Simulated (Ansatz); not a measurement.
**CHFGaN (SMILES N#[C][GaH][F]) at B3LYP/6-31G(d) (Cartesian functions)**

What is the energy change on altering one bond length of CHFGaN at B3LYP/6-31G* (Cartesian functions)? 

Program for the calculation: Ansatz 0.2.0.

126 further runs of the same task are left out: 126 set aside as unsound or not needed.

## Step 1: The structure to begin with

CHFGaN has 5 atoms, charge 0, and is taken as a singlet. SMILES: `N#[C][GaH][F]`. The coordinates come from a PBE0-D4/def2-TZVP relaxation.

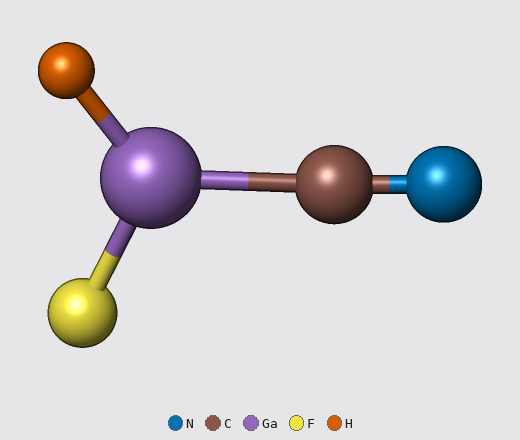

The structure, seen from a chosen angle (nitrogen blue, carbon brown, gallium purple, fluorine yellow, hydrogen orange).

## Step 2: The energy at B3LYP/6-31G(d) (Cartesian functions)

Input file in.yaml:

```yaml
crystal:
  periodic: [false, false, false]
  atoms:
    - {symbol: "N", position_ang: [1.214000, -1.657200, 1.266000]}
    - {symbol: C, position_ang: [0.641000, -0.864700, 0.656300]}
    - {symbol: Ga, position_ang: [-0.259700, 0.519000, -0.345500]}
    - {symbol: F, position_ang: [-1.724700, -0.053500, -1.092600]}
    - {symbol: H, position_ang: [0.179200, 1.982700, -0.525600]}
basis:
  gaussian: {orbitals: "6-31G*"}
hamiltonian: {xc: {name: B3LYP}}
accuracy: high
output: {orbitals: {seedname: orbitals}}
```

On the command line:

```bash
$ ansatz run in.yaml --threads 1 --pin off --max-ram 3480MiB --events-out events.jsonl --progress --plain --runs-dir runs
```

Standard output:

```text
Warning: RAYON_NUM_THREADS=1 ignored (pool sized by the plan → 1); use --threads N
Functional definition: B3LYP
  name "B3LYP"
  parameter a0 = 0.2
  parameter ax = 0.72
  parameter ac = 0.81
  exchange = (1 - a0 - ax)*slater_x + ax*b88_x + a0*exact_x
  correlation = (1 - ac)*vwn_rpa_c + ac*lyp_c
1571 factors; integrals over basis functions are off by at most 7.4e-9 eV
mean field evaluation 1: about -57626.2935 eV, gradient 5.6e1 eV
mean field evaluation 2: about -57605.2821 eV, gradient 1.2e2 eV
mean field evaluation 4: about -57632.0493 eV, gradient 8.5e0 eV
mean field evaluation 8: about -57632.2280 eV, gradient 8.2e-1 eV
mean field evaluation 16: about -57632.2292 eV, gradient 2.8e-5 eV
mean field -57632.22923245 eV, -2117.9453597644 hartree, gradient 4.8e-8 eV, S^2 0.000000; 0 other end points of the search recorded, 0 dependent functions left out
reference -57632.22926976 eV, -2117.9453611355 hartree; 27, 27 occupied and 55, 55 virtual orbitals, 1571 factors
Total energy: -57632.22926976 eV, -2117.9453611355 hartree
```

It took 5.1 s on 1 thread of Arm Neoverse V2, shared host; peak memory 0.24 GiB.

## Step 3: The distorted shape

Input file in.yaml:

```yaml
crystal:
  periodic: [false, false, false]
  atoms:
    - symbol: "N"
      position_ang: [1.148155, -1.876790, 1.293019]
    - symbol: C
      position_ang: [0.575155, -1.084290, 0.683319]
    - symbol: Ga
      position_ang: [-0.325545, 0.299410, -0.318481]
    - symbol: F
      position_ang: [-1.790545, -0.273090, -1.065581]
    - symbol: H
      position_ang: [0.179200, 1.982700, -0.525600]
basis:
  gaussian: {orbitals: "6-31G*"}
total_charge: 0
hamiltonian: {xc: {name: B3LYP}}
accuracy: high
output: {orbitals: {seedname: orbitals}}
```

On the command line:

```bash
$ ansatz run in.yaml --threads 1 --pin off --max-ram 3480MiB --events-out events.jsonl --progress --plain --runs-dir runs
```

Standard output, cut to the lines that bear on the results:

```text
Warning: RAYON_NUM_THREADS=1 ignored (pool sized by the plan → 1); use --threads N
[... 7 set-up lines as earlier in the session ...]
1573 factors; integrals over basis functions are off by at most 7.0e-9 eV
mean field evaluation 1: about -57626.0031 eV, gradient 5.6e1 eV
mean field evaluation 2: about -57603.5048 eV, gradient 1.2e2 eV
mean field evaluation 4: about -57631.7438 eV, gradient 9.1e0 eV
mean field evaluation 8: about -57631.9451 eV, gradient 8.5e-1 eV
mean field evaluation 16: about -57631.9464 eV, gradient 2.4e-5 eV
mean field -57631.94641588 eV, -2117.9349664472 hartree, gradient 2.8e-8 eV, S^2 0.000000; 0 other end points of the search recorded, 0 dependent functions left out
reference -57631.94645368 eV, -2117.9349678366 hartree; 27, 27 occupied and 55, 55 virtual orbitals, 1573 factors
Total energy: -57631.94645368 eV, -2117.9349678366 hartree
```

Run time: 5.4 s. Hardware: 1 thread of Arm Neoverse V2, shared host; peak memory 0.24 GiB.

## Step 4: Summary of results

Level: B3LYP/6-31G* (Cartesian functions).

| quantity | value |
| --- | --- |
| first shape: total energy | -2117.94536 Eh |
| first shape: HOMO energy | -9.63 eV |
| first shape: LUMO energy | -2.67 eV |
| first shape: HOMO–LUMO gap | 6.97 eV |
| distorted shape: total energy | -2117.93497 Eh |
| distorted shape: HOMO energy | -9.48 eV |
| distorted shape: LUMO energy | -2.69 eV |
| distorted shape: HOMO–LUMO gap | 6.79 eV |
| energy change with the Ga3–H5 bond stretched from 1.539 to 1.770 Å | 0.283 eV |

In words: With the Ga3–H5 bond stretched from 1.539 to 1.770 Å the energy rises by 0.28 eV (6.5 kcal/mol). The first shape isn't relaxed at this level, so the change isn't measured from a minimum.
